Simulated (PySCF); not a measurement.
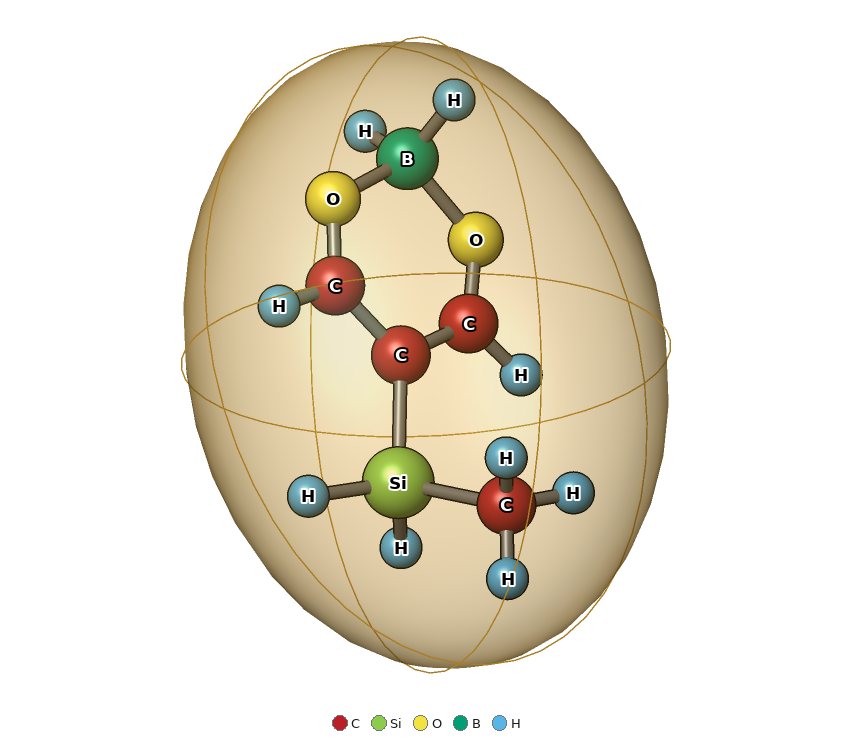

The ellipsoid shows the static dipole polarisability: its half-axes are proportional to the principal values. Computed geometry: GFN2-xTB optimisation. No frequency run is at hand to confirm it as a minimum. Computed with CAM-B3LYP/def2-SVPD (PySCF 2.14.0).

> How large and how anisotropic is the polarisability?

Principal values 75.6, 91.2, 118.1 bohr³; mean 95.0 bohr³ (14.07 Å³); anisotropy 37.3 bohr³, so the longest axis is 1.56 times the shortest.

The geometry is semi-empirical. Around B, Si such bond lengths and angles can be off by a tenth of an ångström or more and by several degrees, and values that hang on the shape move with them.
